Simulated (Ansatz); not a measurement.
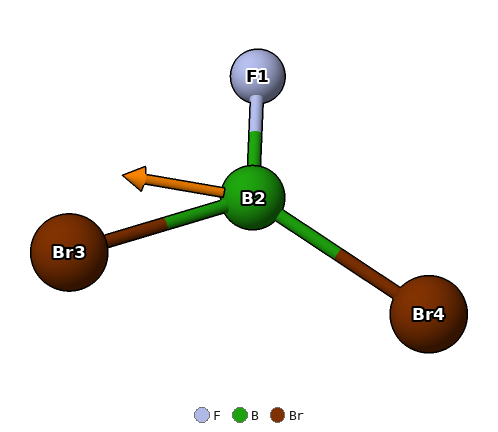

The arrows show one normal mode. Harmonic vibrations computed with RKS PBE0-D4/def2-TZVP (Ansatz 0.2.0) at a stationary point of the same level.

Question: At what wavenumber does it lie?

Answer: 878 cm⁻¹; it is mode 5 of 6 counted from the lowest.
